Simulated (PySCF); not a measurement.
**[CoO2]+: quintet, from a side-on start**

The task is one start of a wider search on [CoO2]+: the quintet, from a side-on start. It is relaxed, tested by its Hessian and followed downhill if it is a saddle.

Program: PySCF 2.14.0. Level of theory: PBE0, basis Co def2-TZVP, O def2-TZVP, no relativity, density fitting. These are calculated values, not measurements.

### Step 1. Where the work starts

3 atoms, charge 1, spin multiplicity 5.

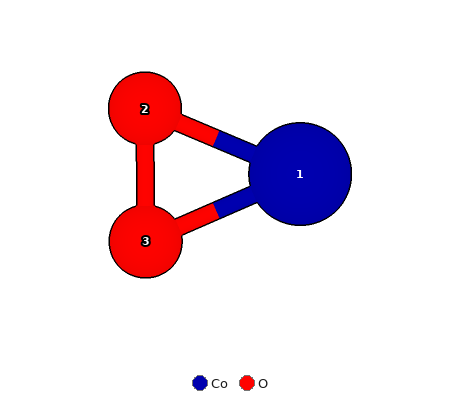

Start geometry, drawn with cobalt blue, oxygen red; atoms are numbered from 1 in the order of the file.

```xyz
3
charge 1 multiplicity 5
Co    0.0000    0.0000    0.0000
O     0.7000    0.0000    1.6309
O    -0.7000    0.0000    1.6309
```

### Step 2. The SCF at the typed geometry

The steps below are one call of a driver around PySCF. For each, scf.py gives the equivalent set-up of the SCF; relaxations use the driver's own optimiser. After this first run the driver tries any further starts and a stability analysis.

Contents of scf.py:

```python
from pyscf import gto, scf, dft
mol = gto.M(atom='''
Co     0.000000     0.000000     0.000000
O      0.700000     0.000000     1.630920
O     -0.700000     0.000000     1.630920''',
    basis={'Co': 'def2-TZVP', 'O': 'def2-TZVP'},
    charge=1, spin=4)
mf = dft.UKS(mol, xc='PBE0')
mf.grids.atom_grid = (50, 194)
aux = {'Co': 'def2-universal-JKFIT', 'O': 'def2-universal-JKFIT'}
mf = mf.density_fit(auxbasis=aux)
mf.conv_tol = 1e-08
mf.diis_space = 10
mf.max_cycle = 60
mf.init_guess = 'minao'
mf.verbose = 4
mf.kernel()
```

The run is started by

```sh
OMP_NUM_THREADS=4 python axn.py task.json out
```

After this run come: Side-on start, quintet: relaxation; Is it a minimum? Harmonic modes.

**Question.** What will these runs give? Wanted: minimum; geometry; wavenumbers; dipole moment; highest occupied, lowest empty level; polar-tensor charge of Co1; zero-point energy; ⟨S²⟩.

As calculated:

| quantity | value |
| --- | --- |
| minimum | quintet, C2v |
| geometry | Co–O 1.974 Å (×2), O–O 1.257 Å; Co–O–O 71.4° (×2), O–Co–O 37.1° |
| wavenumbers (cm⁻¹) | 311 (b2), 355 (a1), 1373 (a1) |
| dipole moment (centre of mass) | 4.18 D |
| highest occupied, lowest empty level (either spin) | -14.40, -9.43 eV |
| polar-tensor charge of Co1 | +0.85 e |
| zero-point energy | 12.2 kJ/mol |
| entropy at 298.15 K | 278.6 J/(mol K) |
| ⟨S²⟩ | 6.014 |

The molecule stays C2v, as typed, and the end point is a minimum. The strongest infrared band lies at 1373 cm⁻¹ (a1). Most of the spin sits on Co1 (Mulliken spin 2.33, against 4 for the whole molecule). The first SCF alone would have been 58 kJ/mol too high. Other starts or spin states, not run here, may lie lower. One determinant may miss the lowest occupation of an open d or f shell.
